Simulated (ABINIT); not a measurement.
# SiO2 (Quartz): G0W0 with ABINIT, start to end, part 2 of 3

How does a plane-wave GW calculation on SiO2 (Quartz) run from the first input to the gap?

ABINIT 10.8.3; LDA and many-body steps on it, plane waves. Known limits of the many-body steps: not at the basis limit; coarse k mesh.

So far. Step 2 (Ground state): The gap is indirect, with the least direct gap 0.32 eV higher.

## (3) Bands along the symmetry lines

Level of this step: DFT, LDA, plane waves, norm-conserving pseudopotentials (ABINIT).

Levels along a band path, at the cheap level, show where the edges lie and whether the meshes to come will hold them.

Input file run.abi:

```
acell 3*1.0 Angstrom
rprim 
  4.915799999986 0.000000000003 0.000000000000
  -2.457899999996 4.257207679910 0.000000000000
  0.000000000000 0.000000000000 5.409100000000
ntypat 2
znucl 14 8
natom 9
typat 1 1 1 2 2 2 2 2 2
xred 
  0.530300000000 0.000000000000 0.333333333333
  0.000000000000 0.530300000000 0.666666666667
  0.469700000000 0.469700000000 -0.000000000000
  0.146200000000 0.414200000000 0.881000000000
  0.585800000000 0.732000000000 0.214333333333
  0.268000000000 0.853800000000 0.547666666667
  0.414200000000 0.146200000000 0.119000000000
  0.732000000000 0.585800000000 0.785666666667
  0.853800000000 0.268000000000 0.452333333333
pp_dirpath "pseudos"
pseudos "Si.upf, O.upf"
ecut 36
iscf -2
irdden 1
kptopt 0
nkpt 39
kpt 
  0.00000000 0.00000000 0.00000000
  0.12500000 0.00000000 0.00000000
  0.25000000 0.00000000 0.00000000
  0.37500000 0.00000000 0.00000000
  0.50000000 0.00000000 0.00000000
  0.45833333 0.08333333 0.00000000
  0.41666666 0.16666666 0.00000000
  0.37500000 0.25000000 0.00000000
  0.33333333 0.33333333 0.00000000
  0.25000000 0.25000000 0.00000000
  0.16666666 0.16666666 0.00000000
  0.08333333 0.08333333 0.00000000
  0.00000000 0.00000000 0.00000000
  0.00000000 0.00000000 0.12500000
  0.00000000 0.00000000 0.25000000
  0.00000000 0.00000000 0.37500000
  0.00000000 0.00000000 0.50000000
  0.12500000 0.00000000 0.50000000
  0.25000000 0.00000000 0.50000000
  0.37500000 0.00000000 0.50000000
  0.50000000 0.00000000 0.50000000
  0.45833333 0.08333333 0.50000000
  0.41666666 0.16666666 0.50000000
  0.37500000 0.25000000 0.50000000
  0.33333333 0.33333333 0.50000000
  0.25000000 0.25000000 0.50000000
  0.16666666 0.16666666 0.50000000
  0.08333333 0.08333333 0.50000000
  0.00000000 0.00000000 0.50000000
  0.50000000 0.00000000 0.50000000
  0.50000000 0.00000000 0.37500000
  0.50000000 0.00000000 0.25000000
  0.50000000 0.00000000 0.12500000
  0.50000000 -0.00000000 0.00000000
  0.33333333 0.33333333 0.50000000
  0.33333333 0.33333333 0.37500000
  0.33333333 0.33333333 0.25000000
  0.33333333 0.33333333 0.12500000
  0.33333333 0.33333333 0.00000000
istwfk *1
nband 31
nbdbuf 2
tolwfr 1e-08
nstep 40
prtwf 0
prtvol 0
indata_prefix "in"
outdata_prefix "out"
tmpdata_prefix "tmp"
```

Launch:

```sh
OMP_NUM_THREADS=1 mpirun -n 8 abinit run.abi > log
```

Numbers of over 12 decimals in the logs are rounded to 6 here.

Log:

```text
.Version 10.8.3 of ABINIT. v10.8.2 released Aug 2026.

 Symmetries : space group P3_1 2 1 (#152); Bravais hP (primitive hexag.)
[... echo of the input left out ...]
== DATASET  1 ==================================================================
-   mpi_nproc: 8, omp_nthreads: 1 (-1 if OMP is not activated)

--- !DatasetInfo
iteration_state: {dtset: 1, }
dimensions: {natom: 9, nkpt: 39, mband: 31, nsppol: 1, nspinor: 1, nspden: 1, mpw: 7935, }
cutoff_energies: {ecut:  36.0, pawecutdg:  -1.0, }
electrons: {nelect:   4.80000000E+01, charge:   0.00000000E+00, occopt:   1.00000000E+00, tsmear:   1.00000000E-02, }

 Real(R)+Recip(G) space primitive vectors, cartesian coordinates (Bohr,Bohr^-1):
 R(1)=  9.2895157  0.0000000  0.0000000  G(1)=  0.1076482  0.0621507  0.0000000
 R(2)= -4.6447578  8.0449566  0.0000000  G(2)=  0.0000000  0.1243015  0.0000000
 R(3)=  0.0000000  0.0000000 10.2217176  G(3)=  0.0000000  0.0000000  0.0978309
 Unit cell volume ucvol=  7.6390729E+02 bohr^3
 Angles (23,13,12)=  9.00000000E+01  9.00000000E+01  1.20000000E+02 degrees

 getcut: wavevector=  0.0000  0.0000  0.0000  ngfft=  54  54  60
         ecut(hartree)=     36.000   => boxcut(ratio)=   2.15270

--- Pseudopotential description ------------------------------------------------
- Si Generated using ONCVPSP code by D. R. Hamann
- 14.00000   4.00000  180309                  znucl, zion, pspdat
12 -1012 2 -1 1510                            pspcod,pspxc,lmax,lloc,mmax
     nproj     2     2     2
  pspatm : epsatm=    6.67003958
         --- l  ekb(1:nproj) -->
             0    5.565958    0.856966
             1    2.726111    0.629828
             2   -2.124804   -0.444604
 pspatm: atomic psp has been read  and splines computed

- O Generated using ONCVPSP code by D. R. Hamann
-  8.00000   6.00000  201201                  znucl, zion, pspdat
12 -1012 2 -1 926                             pspcod,pspxc,lmax,lloc,mmax
     nproj     2     2     1
  pspatm : epsatm=    6.27558587
         --- l  ekb(1:nproj) -->
[...]
2   -1.033686
 pspatm: atomic psp has been read  and splines computed

--------------------------------------------------------------------------------

================================================================================
 prteigrs : about to open file out_EIG
 Non-SCF case, kpt    1 (  0.00000  0.00000  0.00000), residuals and eigenvalues=
  7.74E-09  5.65E-09  7.78E-09  3.77E-09  4.74E-09  9.32E-09  2.04E-09  7.75E-09
  4.71E-09  6.54E-09  3.01E-09  6.30E-09  2.70E-09  7.08E-09  7.17E-09  3.78E-09
  4.04E-09  7.43E-09  4.39E-09  4.86E-09  7.85E-09  8.67E-09  5.36E-09  9.52E-09
  3.61E-09  5.24E-09  8.82E-09  5.64E-09  4.11E-09  1.91E-07  4.25E-04
 -6.9890E-01 -6.4078E-01 -6.4078E-01 -6.1613E-01 -6.1455E-01 -6.1455E-01
 -3.0057E-01 -3.0057E-01 -1.9753E-01 -1.9667E-01 -1.9047E-01 -1.9047E-01
[...]
3.9601E-01

--- !ResultsGS
iteration_state: {dtset: 1, }
comment   : Summary of ground state results
lattice_vectors:
- [  9.2895157,   0.0000000,   0.0000000, ]
- [ -4.6447578,   8.0449566,   0.0000000, ]
- [  0.0000000,   0.0000000,  10.2217176, ]
lattice_lengths: [   9.28952,    9.28952,   10.22172, ]
lattice_angles: [ 90.000,  90.000, 120.000, ] # degrees, (23, 13, 12)
lattice_volume:   7.6390729E+02
convergence: {deltae:  0.000E+00, res2:  0.000E+00, residm:  9.991E-09, diffor:  0.000E+00, }
etotal    :  -1.12309965E+02
entropy   :   0.00000000E+00
fermie    :   4.34510667E-03
cartesian_stress_tensor: null
pressure_GPa: null
xred      :
- [  5.3030E-01,   2.5857E-29,   3.3333E-01, Si]
- [ -2.2564E-18,   5.3030E-01,   6.6667E-01, Si]
- [  4.6970E-01,   4.6970E-01,   1.3878E-16, Si]
- [  1.4620E-01,   4.1420E-01,   8.8100E-01,  O]
- [  5.8580E-01,   7.3200E-01,   2.1433E-01,  O]
- [  2.6800E-01,   8.5380E-01,   5.4767E-01,  O]
- [  4.1420E-01,   1.4620E-01,   1.1900E-01,  O]
- [  7.3200E-01,   5.8580E-01,   7.8567E-01,  O]
- [  8.5380E-01,   2.6800E-01,   4.5233E-01,  O]
cartesian_forces: null
force_length_stats: {min: null, max: null, mean: null, }

 Integrated electronic density in atomic spheres:
 ------------------------------------------------
 Atom  Sphere_radius  Integrated_density
[...]
================================================================================

 ----iterations are completed or convergence reached----

 Mean square residual over all n,k,spin=   59.180E-10; max=  99.911E-10
 reduced coordinates (array xred) for    9 atoms
[...]
0.732000000000      0.585800000000      0.785666666667
       0.853800000000      0.268000000000      0.452333333333

 cartesian coordinates (angstrom) at end:
    1      2.606849     1.59e-12     1.803033
    2     -1.303424     2.257597     3.606067
    3      1.154476     1.999610     0.000000
[...]
8      2.158528     2.493872     4.249750
    9      3.538393     1.140932     2.446716
 length scales=  1.889726125908  1.889726125908  1.889726125908 bohr
              =  1.000000000000  1.000000000000  1.000000000000 angstroms
 prteigrs : about to open file out_EIG
 Eigenvalues (hartree) for nkpt=  39  k points:
 kpt#   1, nband= 31, wtk=  1.00000, kpt=  0.0000  0.0000  0.0000 (reduced coord)
[...]
kpt#   2, nband= 31, wtk=  1.00000, kpt=  0.1250  0.0000  0.0000 (reduced coord)
[...]
kpt#   3, nband= 31, wtk=  1.00000, kpt=  0.2500  0.0000  0.0000 (reduced coord)
[...]
kpt#  38, nband= 31, wtk=  1.00000, kpt=  0.3333  0.3333  0.1250 (reduced coord)
[...]
0.32416    0.32707    0.34337    0.37565    0.37591    0.37935    0.40009
 kpt#  39, nband= 31, wtk=  1.00000, kpt=  0.3333  0.3333  0.0000 (reduced coord)
[...]
-0.24399   -0.19360   -0.19360   -0.16427   -0.10496   -0.10496   -0.10388   -0.07224
  -0.07224   -0.06592   -0.05972   -0.04158   -0.04158   -0.01177   -0.01177    0.00435
   0.32405    0.32405    0.34157    0.37671    0.38067    0.38067    0.39601

== END DATASET(S) ==============================================================
================================================================================

 -outvars: echo values of variables after computation  --------
            nband          31
             nkpt          39
          spgroup         152
 [... the other variables as echoed above ...]

 Calculation completed.
```

The job ended after 63 s (8 MPI ranks of Arm Neoverse N1, shared host; peak memory 0.73 GiB; 8.4 min of CPU time).

Numbers from this step:

```
gap                        : 5.801 eV
k of the valence top       : 0.3333, 0.3333, 0
k of the conduction bottom : 0, 0, 0
least direct gap           : 6.126 eV
```

The gap is 5.801 eV, as in the run before at this level.

Electronic bands along the path, in eV, zero at the top of the highest filled band:

```tsv
point	band 21	band 22	band 23	band 24	band 25	band 26	band 27	band 28
Γ	-1.01	-0.69	-0.32	-0.32	5.80	9.04	9.04	9.51
M	-1.06	-0.79	-0.27	-0.03	8.05	8.76	9.45	9.49
K	-1.25	-0.44	-0.44	0.00	8.70	8.70	9.18	10.13
Γ	-1.01	-0.69	-0.32	-0.32	5.80	9.04	9.04	9.51
A	-1.23	-0.21	-0.21	-0.09	7.73	7.73	8.73	9.50
L	-0.90	-0.84	-0.61	-0.19	8.79	9.21	9.37	9.50
H	-0.95	-0.78	-0.60	-0.60	8.90	9.51	9.51	9.86
A	-1.23	-0.21	-0.21	-0.09	7.73	7.73	8.73	9.50
jump to L	-0.90	-0.84	-0.61	-0.19	8.79	9.21	9.37	9.50
M	-1.06	-0.79	-0.27	-0.03	8.05	8.76	9.45	9.49
jump to H	-0.95	-0.78	-0.60	-0.60	8.90	9.51	9.51	9.86
K	-1.25	-0.44	-0.44	0.00	8.70	8.70	9.18	10.13
```

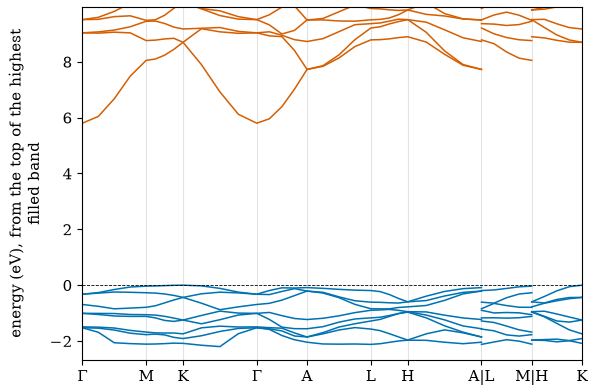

Electronic bands along the path; lines of filled and empty bands in two colours.

## (4) Empty states on the mesh, 3×3×2 mesh, 177 bands

The sums over transitions need many empty states on a uniform mesh; this step solves for them.

Input file run.abi:

```
acell 3*1.0 Angstrom
rprim 
  4.915799999986 0.000000000003 0.000000000000
  -2.457899999996 4.257207679910 0.000000000000
  0.000000000000 0.000000000000 5.409100000000
ntypat 2
znucl 14 8
natom 9
typat 1 1 1 2 2 2 2 2 2
xred 
  0.530300000000 0.000000000000 0.333333333333
  0.000000000000 0.530300000000 0.666666666667
  0.469700000000 0.469700000000 -0.000000000000
  0.146200000000 0.414200000000 0.881000000000
  0.585800000000 0.732000000000 0.214333333333
  0.268000000000 0.853800000000 0.547666666667
  0.414200000000 0.146200000000 0.119000000000
  0.732000000000 0.585800000000 0.785666666667
  0.853800000000 0.268000000000 0.452333333333
pp_dirpath "pseudos"
pseudos "Si.upf, O.upf"
ecut 36
ngkpt 3 3 2
nshiftk 1
shiftk 0 0 0
kptopt 1
chksymbreak 0
iscf -2
irdden 1
istwfk *1
nband 177
nbdbuf 16
tolwfr 1e-09
nstep 60
prtvol 0
indata_prefix "in"
outdata_prefix "out"
tmpdata_prefix "tmp"
```

Launch:

```sh
OMP_NUM_THREADS=1 mpirun -n 6 abinit run.abi > log
```

Log:

```text
.Version 10.8.3 of ABINIT. v10.8.2 released Aug 2026.

 Symmetries : space group P3_1 2 1 (#152); Bravais hP (primitive hexag.)
[... echo of the input left out ...]
== DATASET  1 ==================================================================
-   mpi_nproc: 6, omp_nthreads: 1 (-1 if OMP is not activated)

--- !DatasetInfo
iteration_state: {dtset: 1, }
dimensions: {natom: 9, nkpt: 6, mband: 177, nsppol: 1, nspinor: 1, nspden: 1, mpw: 7935, }
cutoff_energies: {ecut:  36.0, pawecutdg:  -1.0, }
electrons: {nelect:   4.80000000E+01, charge:   0.00000000E+00, occopt:   1.00000000E+00, tsmear:   1.00000000E-02, }

 Real(R)+Recip(G) space primitive vectors, cartesian coordinates (Bohr,Bohr^-1):
 R(1)=  9.2895157  0.0000000  0.0000000  G(1)=  0.1076482  0.0621507  0.0000000
 R(2)= -4.6447578  8.0449566  0.0000000  G(2)=  0.0000000  0.1243015  0.0000000
 R(3)=  0.0000000  0.0000000 10.2217176  G(3)=  0.0000000  0.0000000  0.0978309
 Unit cell volume ucvol=  7.6390729E+02 bohr^3
 Angles (23,13,12)=  9.00000000E+01  9.00000000E+01  1.20000000E+02 degrees

 getcut: wavevector=  0.0000  0.0000  0.0000  ngfft=  54  54  60
         ecut(hartree)=     36.000   => boxcut(ratio)=   2.15270

--- Pseudopotential description ------------------------------------------------
- Si Generated using ONCVPSP code by D. R. Hamann
- 14.00000   4.00000  180309                  znucl, zion, pspdat
12 -1012 2 -1 1510                            pspcod,pspxc,lmax,lloc,mmax
     nproj     2     2     2
  pspatm : epsatm=    6.67003958
         --- l  ekb(1:nproj) -->
             0    5.565958    0.856966
             1    2.726111    0.629828
             2   -2.124804   -0.444604
 pspatm: atomic psp has been read  and splines computed

- O Generated using ONCVPSP code by D. R. Hamann
-  8.00000   6.00000  201201                  znucl, zion, pspdat
12 -1012 2 -1 926                             pspcod,pspxc,lmax,lloc,mmax
     nproj     2     2     1
  pspatm : epsatm=    6.27558587
         --- l  ekb(1:nproj) -->
[...]
2   -1.033686
 pspatm: atomic psp has been read  and splines computed

--------------------------------------------------------------------------------

================================================================================
 prteigrs : about to open file out_EIG
 Non-SCF case, kpt    1 (  0.00000  0.00000  0.00000), residuals and eigenvalues=
  1.38E-10  6.65E-11  6.44E-10  6.02E-11  2.72E-10  6.84E-10  3.99E-10  5.65E-10
  2.40E-10  1.89E-10  8.21E-11  9.02E-10  1.16E-10  2.15E-10  2.52E-10  4.08E-10
  1.77E-10  2.98E-10  2.24E-10  6.07E-11  2.99E-10  2.72E-10  1.10E-10  2.26E-10
[...]
6.38E-04
 -6.9890E-01 -6.4078E-01 -6.4078E-01 -6.1613E-01 -6.1455E-01 -6.1455E-01
 -3.0057E-01 -3.0057E-01 -1.9753E-01 -1.9667E-01 -1.9047E-01 -1.9047E-01
 -1.0555E-01 -1.0555E-01 -9.5939E-02 -8.6673E-02 -5.1708E-02 -5.1708E-02
[...]
2.2633E+00  2.2926E+00  2.2926E+00  2.3456E+00  2.3738E+00  2.3744E+00
  2.3744E+00  2.4024E+00  2.4144E+00  2.4145E+00  2.4281E+00  2.4283E+00
[...]
prteigrs : prtvol=0 or 1, do not print more k-points.

--- !ResultsGS
iteration_state: {dtset: 1, }
comment   : Summary of ground state results
lattice_vectors:
- [  9.2895157,   0.0000000,   0.0000000, ]
- [ -4.6447578,   8.0449566,   0.0000000, ]
- [  0.0000000,   0.0000000,  10.2217176, ]
lattice_lengths: [   9.28952,    9.28952,   10.22172, ]
lattice_angles: [ 90.000,  90.000, 120.000, ] # degrees, (23, 13, 12)
lattice_volume:   7.6390729E+02
convergence: {deltae:  0.000E+00, res2:  0.000E+00, residm:  9.890E-10, diffor:  0.000E+00, }
etotal    :  -1.12309965E+02
entropy   :   0.00000000E+00
fermie    :   4.34510667E-03
cartesian_stress_tensor: null
pressure_GPa: null
xred      :
- [  5.3030E-01,   2.5857E-29,   3.3333E-01, Si]
- [ -2.2564E-18,   5.3030E-01,   6.6667E-01, Si]
- [  4.6970E-01,   4.6970E-01,   1.3878E-16, Si]
- [  1.4620E-01,   4.1420E-01,   8.8100E-01,  O]
- [  5.8580E-01,   7.3200E-01,   2.1433E-01,  O]
- [  2.6800E-01,   8.5380E-01,   5.4767E-01,  O]
- [  4.1420E-01,   1.4620E-01,   1.1900E-01,  O]
- [  7.3200E-01,   5.8580E-01,   7.8567E-01,  O]
- [  8.5380E-01,   2.6800E-01,   4.5233E-01,  O]
cartesian_forces: null
force_length_stats: {min: null, max: null, mean: null, }

 Integrated electronic density in atomic spheres:
 ------------------------------------------------
 Atom  Sphere_radius  Integrated_density
[...]
================================================================================

 ----iterations are completed or convergence reached----

 Mean square residual over all n,k,spin=   36.839E-11; max=  98.901E-11
 reduced coordinates (array xred) for    9 atoms
[...]
0.732000000000      0.585800000000      0.785666666667
       0.853800000000      0.268000000000      0.452333333333

 cartesian coordinates (angstrom) at end:
    1      2.606849     1.59e-12     1.803033
    2     -1.303424     2.257597     3.606067
    3      1.154476     1.999610     0.000000
[...]
8      2.158528     2.493872     4.249750
    9      3.538393     1.140932     2.446716
 length scales=  1.889726125908  1.889726125908  1.889726125908 bohr
              =  1.000000000000  1.000000000000  1.000000000000 angstroms
 prteigrs : about to open file out_EIG
 Eigenvalues (hartree) for nkpt=   6  k points:
 kpt#   1, nband=177, wtk=  0.05556, kpt=  0.0000  0.0000  0.0000 (reduced coord)
[...]
2.23799    2.26326    2.26326    2.29256    2.29256    2.34555    2.37376    2.37444
   2.37445    2.40241    2.41444    2.41448    2.42814    2.42826    2.45587    2.45713
   2.46641
 prteigrs : prtvol=0 or 1, do not print more k-points.

== END DATASET(S) ==============================================================
================================================================================

 -outvars: echo values of variables after computation  --------
            nband         177
             nkpt           6
          spgroup         152
 [... the other variables as echoed above ...]

 Calculation completed.
```

Wall time 1.7 min (6 MPI ranks); peak memory 0.68 GiB; 10 min of CPU time.

This step gave:

```yaml
gap: 5.801 eV
k_of_the_valence_top: 0.3333, 0.3333, 0
k_of_the_conduction_bottom: 0, 0, 0
least_direct_gap: 6.126 eV
k_points_computed: 6
lowest_point_of_the_top_converged_band_above_the_valence_top: 60.7804 eV
```

On this mesh the gap is 5.801 eV.

## (5) Screening, 3×3×2 mesh, 161 bands, screening to 130.6 eV

The RPA dielectric matrix is built and inverted for each q.

This step: RPA screening on LDA, plane waves, norm-conserving pseudopotentials.

run.abi: that of step 4 with these lines changed.

```diff
@@ -27,10 +27,11 @@
 chksymbreak 0
-iscf -2
-irdden 1
 istwfk *1
-nband 177
-nbdbuf 16
-tolwfr 1e-09
-nstep 60
-prtvol 0
+occopt 1
+irdwfk 1
+optdriver 3
+nband 161
+ecuteps 4.8
+inclvkb 2
+awtr 1
+symchi 1
 indata_prefix "in"
```

Launch:

```sh
OMP_NUM_THREADS=1 mpirun -n 8 abinit run.abi > log
```

Log:

```text
.Version 10.8.3 of ABINIT. v10.8.2 released Aug 2026.

 Symmetries : space group P3_1 2 1 (#152); Bravais hP (primitive hexag.)
[... echo of the input left out ...]
== DATASET  1 ==================================================================
-   mpi_nproc: 8, omp_nthreads: 1 (-1 if OMP is not activated)

--- !DatasetInfo
iteration_state: {dtset: 1, }
dimensions: {natom: 9, nkpt: 6, mband: 161, nsppol: 1, nspinor: 1, nspden: 1, mpw: 7935, }
cutoff_energies: {ecut:  36.0, pawecutdg:  -1.0, }
electrons: {nelect:   4.80000000E+01, charge:   0.00000000E+00, occopt:   1.00000000E+00, tsmear:   1.00000000E-02, }

 SCREENING: Calculation of the susceptibility and dielectric matrices

 Based on a program developped by R.W. Godby, V. Olevano, G. Onida, and L. Reining.
 Incorporated in ABINIT by V. Olevano, G.-M. Rignanese, and M. Torrent.
.Using double precision arithmetic ; gwpc =  8

[... cell and pseudopotentials left out ...]
--------------------------------------------------------------------------------

 ==== K-mesh for the wavefunctions ====
 Number of points in the irreducible wedge :     6
[... list of points left out ...]
 Together with  6 symmetry operations and time-reversal symmetry
 yields    18 points in the full Brillouin Zone.

 ==== Q-mesh for the screening function ====
 Number of points in the irreducible wedge :     6
[... list of points left out ...]
 Together with  6 symmetry operations and time-reversal symmetry
 yields    18 points in the full Brillouin Zone.

 setmesh: FFT mesh size selected  =    36x   36x   45
          total number of points  =        58320

 vcoul_init : cutoff-mode = AUXILIARY_FUNCTION
 q-points for optical limit:   1
     1)      0.000010    0.000020    0.000030

- screening: taking advantage of time-reversal symmetry
- Maximum band index for partially occupied states nbvw = 24
- Remaining bands to be divided among processors   nbcw = 137
- Number of bands treated by each node ~17

 Number of electrons calculated from density =   48.0000; Expected =   48.0000
 average of density, n =  0.062835
 r_s =    1.5604
 omega_plasma =   24.1800 [eV]

 calculating chi0 at frequencies [eV] :
  1    0.000000E+00    0.000000E+00
  2    0.000000E+00    2.417998E+01

--------------------------------------------------------------------------------
  q-point number  1        q = ( 0.000000, 0.000000, 0.000000) [r.l.u.]
--------------------------------------------------------------------------------
[... chi0 elements left out ...]
 For q-point:  0.000010 0.000020 0.000030
  dielectric constant =   2.3857
  dielectric constant without local fields =   2.5933

  Average fulfillment of the sum rule on Im[epsilon] for q-point    1 :     60.45  [%]
[... wings left out ...]
  q-point number  2        q = ( 0.333333, 0.000000, 0.000000) [r.l.u.]
--------------------------------------------------------------------------------
[... chi0 elements left out ...]
  Average fulfillment of the sum rule on Im[epsilon] for q-point    2 :     67.07  [%]

 [... 4 further q-points ...]
```

Wall time 1.9 min (8 MPI ranks); peak memory 3.1 GiB.

Numbers from this step:

```
ε∞ with local fields, on this mesh, along the program's q direction : 2.386
the same without local fields                                       : 2.593
plasma frequency                                                    : 24.18 eV
plane waves in the screening matrix                                 : 389
```

Local fields lower ε∞ by 8 %. On a Γ-centred mesh this coarse the value itself is usually too large, while a short band sum pulls it down.

(Continued in part 3 of 3.)

[Paths, hosts, dates, memory and timing lines, banners, echoed tables and standing remarks are left out of the program output.]

[Logs are printed without paths, hosts, clocks, repeated set-up lines and the standing remarks that a program may print on its own settings, such as how far it seeks lower states.]

[Runs of the session that timed out or met a known fault of the program may be left out.]

[Hosts, paths, dates, database ids (printed as entryN), source tags and the programs' standing remarks are cut or masked in the printed files.]

[G0W0 gaps are taken among the corrected bands and points alone; a level outside them can change the order at an edge.]

[Where Ansatz stands beside ABINIT at settings called matched, ABINIT's density can come from a denser mesh and the files from another edition; pairs whose starting gaps differed by over 0.03 eV were left out, so agreement reads better than it is.]
